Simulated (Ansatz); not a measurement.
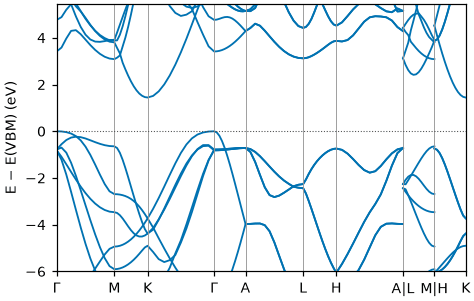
*Band structure from PBE (plane waves, PAW; program Ansatz)*

Question: Read off the gap and where the band edges lie.

Answer: About 1.4 eV (1.44 eV by a search for the band edges); maximum at Γ, minimum at K.

The material is BeS (NiAs type, P6_3/mmc).

The start of the workflow was typed in or built on a structure type; neither database checked (COD, Materials Project) lists it. COD files the formula under space group No. 216, so this cell is another polymorph or a model. Whether it is the stable phase at ambient conditions was not checked. Symmetry was held in the PBE relaxation; whether a distortion lowers the energy is not shown.

Potentials: the earlier of the program's two PAW sets.
